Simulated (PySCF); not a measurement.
# Si2H5Cl (SMILES [SiH3][SiH2]Cl) at CCSD(T)/6-31G(d,p) (spherical functions)

What is the vertical ionisation energy of Si2H5Cl at CCSD(T)/6-31G** (spherical functions)? Input form: a Python script.

The results are computed with PySCF 2.14.0.

### 1 The molecule

Si2H5Cl: 8 atoms, total charge 0, spin state singlet. As SMILES, `[SiH3][SiH2]Cl`. The shape is that of a PBE0-D4/def2-TZVP optimisation.

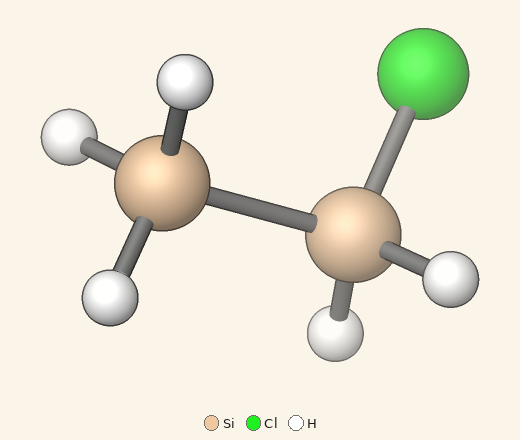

The structure, seen from a chosen angle (silicon light orange, chlorine green, hydrogen white).

### 2 The energy at CCSD(T)/6-31G(d,p) (spherical functions)

The input, run.py:

```python
from pyscf import gto, cc

mol = gto.M(
    atom='''
Si    -1.335092     1.666360    -0.737560
Si     1.083569    -1.774075     0.615862
Cl     4.595058    -0.477912     1.715871
H     -3.879608     0.774977    -1.536347
H     -0.064818     2.911501    -2.910178
H     -1.614771     3.506765     1.364571
H     -0.078991    -3.066648     2.818338
H      1.468695    -3.648872    -1.436003
''',
    max_memory=1860,
    verbose=3,
    unit='bohr',
    charge=0,
    basis='6-31g**',
)

mf = mol.RHF()
mf.conv_tol = 1e-10
mf.kernel()
if not mf.converged:
    mf = mf.newton().run(mf.mo_coeff, mf.mo_occ)

mycc = cc.CCSD(mf, frozen=15)
mycc.kernel()
e_t = mycc.ccsd_t()
e_tot = mycc.e_tot + e_t
print(f'total energy: {e_tot:.8f} hartree')
```

Command:

```bash
OMP_NUM_THREADS=1 python run.py
```

The log of the run:

```text
converged SCF energy = -1040.26581589872
E(CCSD) = -1040.631505213198  E_corr = -0.365689314478065
CCSD(T) correction = -0.00853410582323456
total energy: -1040.64003932 hartree
```

Run time: 4.8 s. Hardware: 1 thread of Intel Xeon 6975P-C (Granite Rapids), shared host; peak memory 0.28 GiB.

### 3 The doublet cation, same level

The input, calc.py:

```python
from pyscf import gto, cc

mol = gto.M(
    atom=[
    ('Si', (-0.706500, 0.881800, -0.390300)),
    ('Si', (0.573400, -0.938800, 0.325900)),
    ('Cl', (2.431600, -0.252900, 0.908000)),
    ('H', (-2.053000, 0.410100, -0.813000)),
    ('H', (-0.034300, 1.540700, -1.540000)),
    ('H', (-0.854500, 1.855700, 0.722100)),
    ('H', (-0.041800, -1.622800, 1.491400)),
    ('H', (0.777200, -1.930900, -0.759900)),
],
    spin=1,
    max_memory=1860,
    charge=1,
    basis='6-31g**',
    verbose=4,
)

calc0 = mol.UHF()
calc0.conv_tol = 1e-10
calc0.kernel()
if not calc0.converged:
    calc0 = calc0.newton().run(calc0.mo_coeff, calc0.mo_occ)

mycc = cc.CCSD(calc0, frozen=15)
mycc.kernel()
e_t = mycc.ccsd_t()
etot = mycc.e_tot + e_t
print('Final energy', etot)
```

Command:

```bash
OMP_NUM_THREADS=1 python calc.py
```

The log of the run:

```text
PySCF version 2.14.0

[INPUT] num. atoms = 8
[INPUT] num. electrons = 49
[INPUT] charge = 1
[INPUT] spin (= nelec alpha-beta = 2S) = 1
[INPUT] symmetry False subgroup None
[INPUT] Mole.unit = angstrom
[INPUT] Symbol           X                Y                Z      unit          X                Y                Z       unit  Magmom
[INPUT]  1 Si    -0.706500000000   0.881800000000  -0.390300000000 AA   -1.335091507005   1.666360496641  -0.737560106418 Bohr   0.0
[INPUT]  2 Si     0.573400000000  -0.938800000000   0.325900000000 AA    1.083568959826  -1.774074885742   0.615861743996 Bohr   0.0
[INPUT]  3 Cl     2.431600000000  -0.252900000000   0.908000000000 AA    4.595058044492  -0.477911736903   1.715871321105 Bohr   0.0
[INPUT]  4 H     -2.053000000000   0.410100000000  -0.813000000000 AA   -3.879607733732   0.774976683684  -1.536347339271 Bohr   0.0
[INPUT]  5 H     -0.034300000000   1.540700000000  -1.540000000000 AA   -0.064817606073   2.911501040117  -2.910178231830 Bohr   0.0
[INPUT]  6 H     -0.854500000000   1.855700000000   0.722100000000 AA   -1.614770973441   3.506764769355   1.364571234548 Bohr   0.0
[INPUT]  7 H     -0.041800000000  -1.622800000000   1.491400000000 AA   -0.078990552007  -3.066647554944   2.818337542176 Bohr   0.0
[INPUT]  8 H      0.777200000000  -1.930900000000  -0.759900000000 AA    1.468695144012  -3.648872173923  -1.436002882057 Bohr   0.0

nuclear repulsion = 191.508261879405
number of shells = 39
number of NR pGTOs = 188
number of NR cGTOs = 79
basis = 6-31g**
ecp = {}

******** <class 'pyscf.scf.uhf.UHF'> ********
method = UHF
initial guess = minao
damping factor = 0
level_shift factor = 0
DIIS = <class 'pyscf.scf.diis.CDIIS'>
diis_start_cycle = 1
diis_space = 8
diis_damp = 0
SCF conv_tol = 1e-10
SCF conv_tol_grad = None
SCF max_cycles = 50
direct_scf = True
direct_scf_tol = 1e-13
number electrons alpha = 25  beta = 24
[... 72 lines left out ...]
  HOMO = -0.647133189472  LUMO = -0.332859454326  gap/eV = 8.55182
Extra cycle  E= -1039.8968274118  delta_E= -3.64e-12  |g|= 9.55e-07  |ddm|= 2.67e-06
converged SCF energy = -1039.8968274118  <S^2> = 0.76303229  2S+1 = 2.0129901

******** <class 'pyscf.cc.uccsd.UCCSD'> ********
CC2 = 0
CCSD nocc = (np.int64(10), np.int64(9)), nmo = (64, 64)
frozen orbitals 15
max_cycle = 50
direct = 0
conv_tol = 1e-07
conv_tol_normt = 1e-06
diis_space = 6
diis_start_cycle = 0
diis_start_energy_diff = 1e+09
Init t2, MP2 energy = -0.305252812230384
Init E_corr(UCCSD) = -0.305252812231847
cycle = 1  E_corr(UCCSD) = -0.341415633063159  dE = -0.0361628208  norm(t1,t2) = 0.094949
cycle = 2  E_corr(UCCSD) = -0.352313959068728  dE = -0.010898326  norm(t1,t2) = 0.0359293
cycle = 3  E_corr(UCCSD) = -0.355644783107651  dE = -0.00333082404  norm(t1,t2) = 0.0275286
cycle = 4  E_corr(UCCSD) = -0.358798056694323  dE = -0.00315327359  norm(t1,t2) = 0.0172486
cycle = 5  E_corr(UCCSD) = -0.358471989244595  dE = 0.00032606745  norm(t1,t2) = 0.0127565
cycle = 6  E_corr(UCCSD) = -0.358751298507565  dE = -0.000279309263  norm(t1,t2) = 0.00453547
cycle = 7  E_corr(UCCSD) = -0.358889835183199  dE = -0.000138536676  norm(t1,t2) = 0.00166455
cycle = 8  E_corr(UCCSD) = -0.358902544170544  dE = -1.27089873e-05  norm(t1,t2) = 0.000638161
cycle = 9  E_corr(UCCSD) = -0.358883311311698  dE = 1.92328588e-05  norm(t1,t2) = 0.000305616
cycle = 10  E_corr(UCCSD) = -0.358882157406281  dE = 1.15390542e-06  norm(t1,t2) = 0.000155882
cycle = 11  E_corr(UCCSD) = -0.358879982771506  dE = 2.17463477e-06  norm(t1,t2) = 0.000102123
cycle = 12  E_corr(UCCSD) = -0.358880715752351  dE = -7.32980845e-07  norm(t1,t2) = 5.97665e-05
cycle = 13  E_corr(UCCSD) = -0.358881028496396  dE = -3.12744045e-07  norm(t1,t2) = 3.25866e-05
cycle = 14  E_corr(UCCSD) = -0.358880751907302  dE = 2.76589094e-07  norm(t1,t2) = 1.86424e-05
cycle = 15  E_corr(UCCSD) = -0.358880329464132  dE = 4.22443171e-07  norm(t1,t2) = 1.19868e-05
cycle = 16  E_corr(UCCSD) = -0.358880027238896  dE = 3.02225235e-07  norm(t1,t2) = 5.95936e-06
cycle = 17  E_corr(UCCSD) = -0.358879954644799  dE = 7.25940966e-08  norm(t1,t2) = 2.1422e-06
cycle = 18  E_corr(UCCSD) = -0.358879899504935  dE = 5.51398647e-08  norm(t1,t2) = 1.09125e-06
cycle = 19  E_corr(UCCSD) = -0.358879883552436  dE = 1.59524991e-08  norm(t1,t2) = 4.76382e-07
UCCSD converged
E(UCCSD) = -1040.25570729535  E_corr = -0.3588798835524357
UCCSD(T) correction = -0.0105631104758376
Final energy -1040.266270405826
```

Wall time 22 s (1 thread of Intel Xeon 6975P-C (Granite Rapids), shared host); peak memory 0.83 GiB.

### 4 Summary of results

At CCSD(T)/6-31G** (spherical functions), 15 core orbitals frozen:

```
                                                                  quantity           value
                                             singlet Si2H5Cl: total energy  -1040.64004 Eh
                     singlet Si2H5Cl: dipole moment (Hartree–Fock density)          2.06 D
                      singlet Si2H5Cl: HOMO energy (Hartree–Fock orbitals)       -10.99 eV
                      singlet Si2H5Cl: LUMO energy (Hartree–Fock orbitals)         2.78 eV
                    singlet Si2H5Cl: HOMO–LUMO gap (Hartree–Fock orbitals)        13.77 eV
             singlet Si2H5Cl: correlation energy (15 core orbitals frozen)      -374.2 mEh
                                           singlet Si2H5Cl: (T) correction       -8.53 mEh
                                            singlet Si2H5Cl: T1 diagnostic           0.010
                                              doublet cation: total energy  -1040.26627 Eh
doublet cation: HOMO energy (Hartree–Fock orbitals) (highest over α and β)       -17.61 eV
 doublet cation: LUMO energy (Hartree–Fock orbitals) (lowest over α and β)        -9.06 eV
              doublet cation: correlation energy (15 core orbitals frozen)      -369.4 mEh
                                            doublet cation: (T) correction      -10.56 mEh
                         doublet cation: ⟨S²⟩ of the reference determinant           0.763
                                             doublet cation: T1 diagnostic           0.034
                        vertical ionisation energy (to the doublet cation)       10.171 eV
```

What this shows: The vertical ionisation energy comes to 10.17 eV (981 kJ/mol). The triples (singlet Si2H5Cl) make up 2.3 % of the correlation energy. The triples (doublet cation) make up 2.9 % of the correlation energy.
